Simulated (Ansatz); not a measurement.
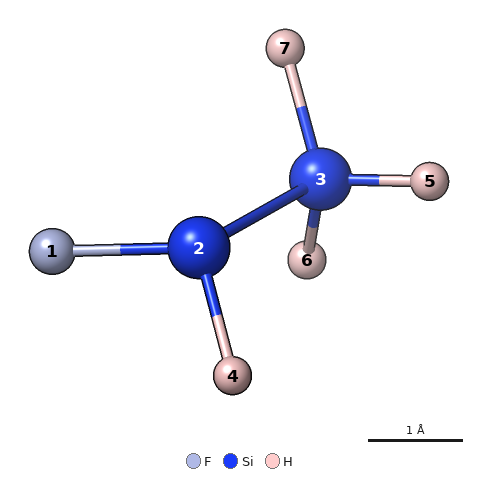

Simulated data, not a measurement (program: Ansatz).

Orthographic view with a scale bar. The species is neutral and a spin doublet. Geometry: moved along internal coordinates away from the minimum.

Reconstruct the coordinates (Å) as seen: x to the right, y up, z towards the viewer, origin at the mean of the atomic positions.

```xyz
7
FH4Si2
F   -2.22  -0.33   0.80
Si  -0.66  -0.29   1.19
Si   0.64   0.44  -0.62
H   -0.30  -1.65   1.68
H    1.80   0.42  -0.25
H    0.49  -0.42  -1.83
H    0.26   1.83  -0.97
```
